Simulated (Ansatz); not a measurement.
## Electronic structure of CH3F3OSi in real space

```xyz
9

C     0.2133   -1.1321    0.8013
O     0.7327   -0.1455   -0.0732
Si   -0.0762    1.0400   -0.7721
F    -1.2280    0.5070   -1.7024
F     0.9245    1.8736   -1.6415
F    -0.7512    1.9986    0.2774
H     1.0391   -1.7776    1.0982
H    -0.5475   -1.7362    0.3005
H    -0.2184   -0.6740    1.6948
```

Geometry: PBE0-D4/def2-TZVP.

The calculation used RKS PBE0-D4/def2-TZVPP in Ansatz 0.2.0.

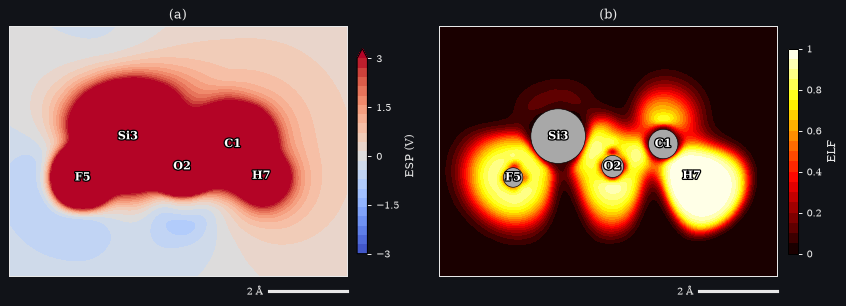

Figure 1. (a) molecular electrostatic potential; (b) electron localisation function on the plane of atoms O2, C1 and H7. Grey discs cover the atomic cores in the ELF map.

Q: What does the map show?

A: The section cuts through C, O, Si, F and H sites. C–O (1.42 Å): the ELF peaks at about 0.85 between the atoms: a shared but strongly polarised pair. Si–F (1.57 Å): the ELF peaks at about 0.85 in the valence shell of F, 0.5 Å from its nucleus, and is about 0.55 at the midpoint. Si–O (1.60 Å): the ELF peaks at about 0.85 between the atoms (a polar covalent bond). C–H (1.09 Å): the ELF climbs to about 1 towards the hydrogen, as it does in any bond to H (an ordinary covalent bond to hydrogen). The ELF also peaks beside F5 and O2, away from the bonds: lone-pair regions. Outside the dense part of the molecule the potential is most negative (−0.9 V) near O2.

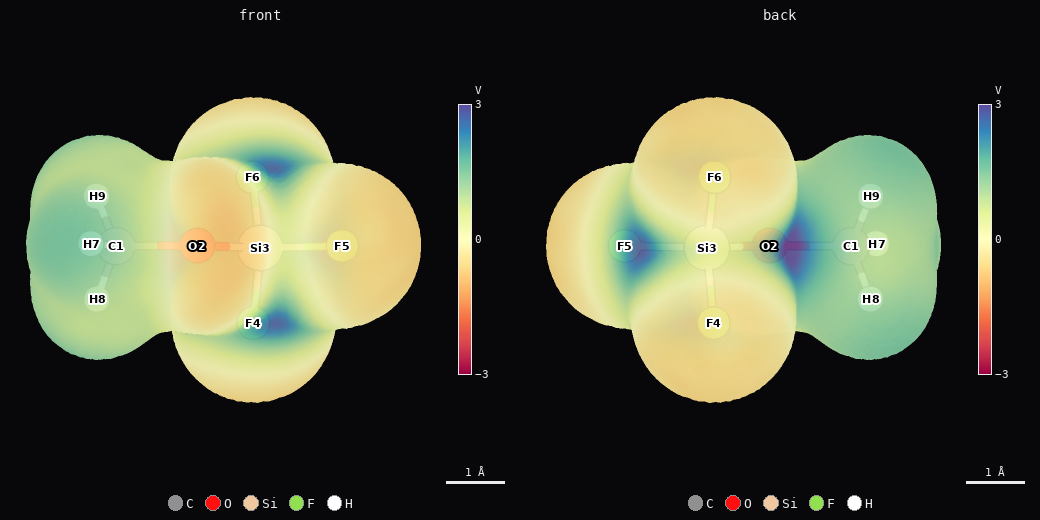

Figure 2. The electrostatic potential painted on the density surface at 0.004 e/bohr³, seen from the front and from behind; the colour scale runs from red (negative) to blue (positive).

Q: Where is the surface potential most negative and most positive?

A: The most negative region (about −0.8 V) lies over O2, the most positive (about +2.9 V) over Si3.

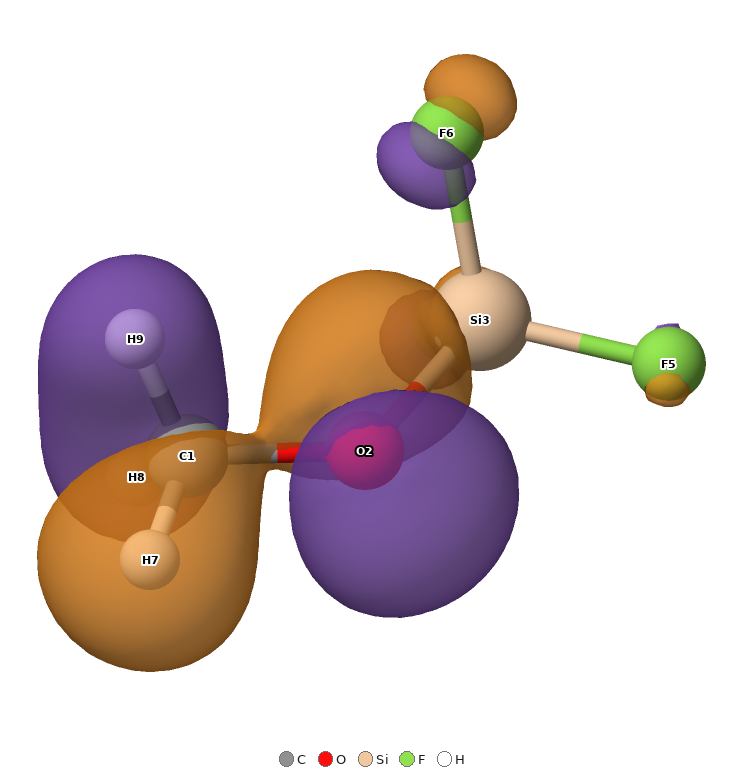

Figure 3. The HOMO−1 at ±0.1 Å⁻³ᐟ² (orange and purple are the two phases), seen at an oblique angle.

Q: Describe this orbital and give its energy.

A: It lies mainly on O2 (about 50 %), C1 (about 20 %), H7 (about 10 %) and Si3 (about 5 %). Its energy is −9.93 eV.
